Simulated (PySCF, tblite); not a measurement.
# C₇H₁₀F radical: geometry, infrared bands and EPR parameters

Wanted: the infrared bands and EPR parameters of C₇H₁₀F radical (`F[C@@H]1C[C]2CC[C@H]2C1`), by calculation.

Computed with tblite 0.8.0 and PySCF 2.14.0, with density-fitted response routines of our own, on a single molecule in the gas phase. Atoms count from 0, in the outputs and in this text.

### 1 The starting structure

18 atoms, charge 0, multiplicity 2; geometry from: force field or distance geometry start.

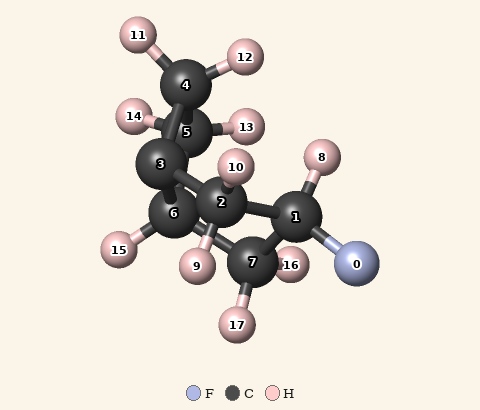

As it starts; fluorine light blue, carbon dark grey, hydrogen pink, atoms numbered; sticks join atoms by distance.

### 2 Geometry optimisation with GFN2-xTB

Job settings and geometry (Å):

```
{"job": {"kind": "relax", "xc": "GFN2-xTB", "basis": "xTB"}, "charge": 0, "multiplicity": 2}
F     -2.685500    -0.764200    -0.373600
C     -1.346100    -0.533900    -0.231500
C     -0.909300    -0.475500     1.232600
C      0.493100     0.011500     1.099300
C      1.445800    -0.819900     0.311600
C      1.505200     0.310100    -0.711300
C      0.402300     1.028600     0.006600
C     -0.937700     0.871300    -0.656300
H     -0.750300    -1.275500    -0.809200
H     -1.507800     0.371400     1.679300
H     -1.056500    -1.411400     1.775800
H      2.459500    -0.976200     0.748300
H      1.092500    -1.771000    -0.093400
H      1.272000    -0.016900    -1.742100
H      2.475200     0.877100    -0.705100
H      0.611500     2.043100     0.381300
H     -0.903900     0.978200    -1.748700
H     -1.668800     1.559400    -0.175500
```

The run is started by

```console
$ OMP_NUM_THREADS=1 python probes_run.py task.json out
```

This one command runs all jobs of the session in turn.

**Question.** This job is followed by: GFN2-xTB harmonic vibrations, gas phase; UKS B3LYP, pcH-1 on C F H, non-relativistic, mean-field spin-orbit, GIAO. What will the session give for the following? strongest single infrared mode (GFN2-xTB); zero-point energy (GFN2-xTB); g(iso) (B3LYP); ⟨S²⟩; largest a(iso); potential on the surface of density 0.002 e/bohr³, 1st and 99th percentile.

As calculated:

| quantity | value |
| --- | --- |
| strongest single infrared mode (GFN2-xTB) | 3008 cm⁻¹, 54 km/mol |
| zero-point energy (GFN2-xTB) | 95.2 kcal/mol |
| g(iso) (B3LYP) | 2.00267 |
| ⟨S²⟩ | 0.753 (exact 0.75) |
| largest a(iso) | 13C on C3, 217.8 MHz |
| potential on the surface of density 0.002 e/bohr³, 1st and 99th percentile | -1.11 V and 0.89 V |

In words: Relaxing lowered the energy by 0.649 eV in 66 steps; the close pair that moved most is C5–C6, from 1.499 to 1.547 Å. All 48 modes are real, so the xTB geometry is a minimum. Unscaled tight-binding wavenumbers are off by several per cent, some by more. Its intensities can rank the bands wrongly. Most of the unpaired spin sits on C3 (0.94 e). The isotropic g lies 0.4 ppt above the free-electron value. These values are for one conformer; the search (at its own cheap level) found 2 more, at 0.95, 0.96 kcal/mol, and measured spectra average over such forms.
